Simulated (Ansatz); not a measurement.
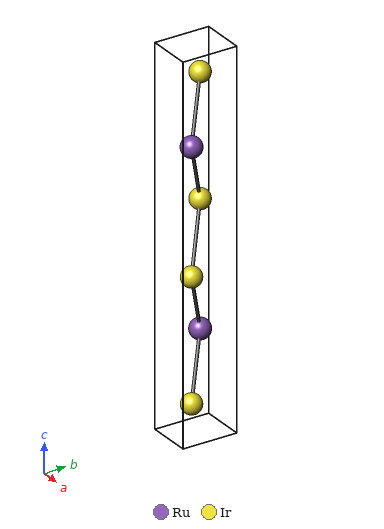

The crystal in a ball-and-stick representation, seen slightly off an axis. The frame is the conventional unit cell; atoms at its boundary are shown with their periodic copies.

Ir$_{2}$Ru, space group P6_3/mmc (No. 194), a = 2.742 Å, b = 2.742 Å, c = 13.158 Å, α = 90.00°, β = 90.00°, γ = 120.00°. The structure was taken from a structure type filled with these elements by a generator (whether the compound takes this form wasn't checked). Earlier steps of the study may have refined or changed the cell and positions. An electronic-structure calculation with Ansatz was run on it.

This one geometry was computed with Ansatz (DFT, plane waves, PAW) at three levels of theory: PBE with spin-orbit coupling, PBE and r2SCAN.

Which level gives the highest pressure at this volume, and what does that say about its equilibrium volume?

Answer. Highest: PBE with spin-orbit coupling (0.5 GPa) and PBE (0.0 GPa), which points to the largest equilibrium volume. Lowest, with the smallest volume: r2SCAN (-7.1 GPa). Levels within 0.5 GPa of each other can't be told apart.

How does the band gap change with the level of theory?

Answer. All levels give a metal.

Collect the results in a table.

Answer.
| level | cutoff (eV) | k-mesh of the run's cell | gap (eV) | pressure (GPa) |
| --- | --- | --- | --- | --- |
| PBE with spin-orbit coupling | 420 | 18×18×4 | metal | 0.5 |
| PBE | 420 | 18×18×4 | metal | 0.0 |
| r2SCAN | 500 | 18×18×4 | metal | -7.1 |

Gaps are taken on the k-mesh or band path of each run.
